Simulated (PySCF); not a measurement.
```xyz
14

C    -2.1684   -0.8651    0.2829
C    -1.0063   -0.0128   -0.0960
C    -0.9901    1.1615   -0.7758
P     0.6570    1.7743   -0.9658
C     1.1886    0.3852   -0.1066
C     2.5747   -0.0219    0.2698
O     0.2078   -0.4491    0.2793
H    -2.2149   -0.9762    1.3657
H    -3.0897   -0.4136   -0.0714
H    -2.0635   -1.8585   -0.1518
H    -1.8682    1.6538   -1.1497
H     3.1958   -0.1442   -0.6163
H     3.0399    0.7314    0.9039
H     2.5367   -0.9653    0.8097
```

Geometry: GFN2-xTB.

The calculation used CAM-B3LYP/def2-SVPD, SCF density, gas phase (PySCF).

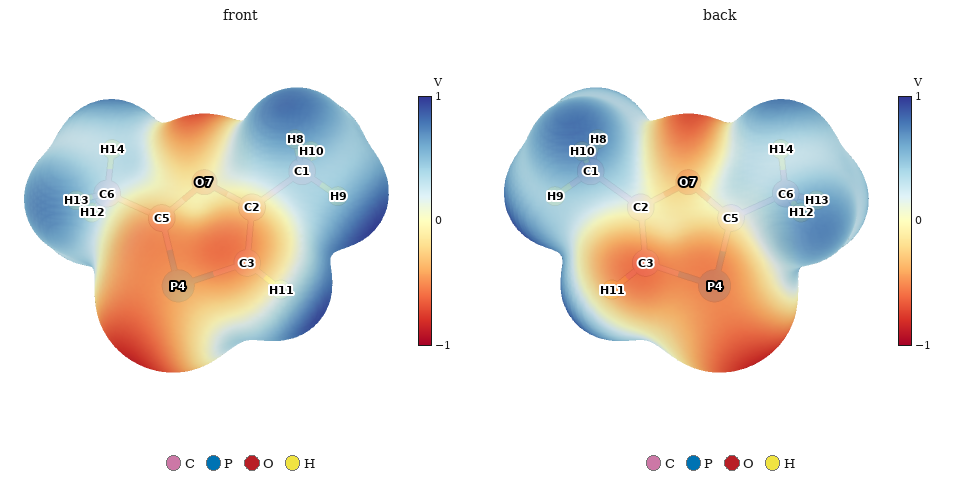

C$_{5}$H$_{7}$OP (SMILES Cc1cpc(C)o1). The electrostatic potential painted on the density surface at 0.002 e/bohr³, seen from the front and from behind; the colour scale runs from red (negative) to blue (positive).

Where is the surface potential most negative and most positive?

The most negative region (about −0.8 V) lies over P4, the most positive (about +0.9 V) over H9 and H11.

How polar is the molecule by this calculation?

Its dipole moment is 1.56 D.
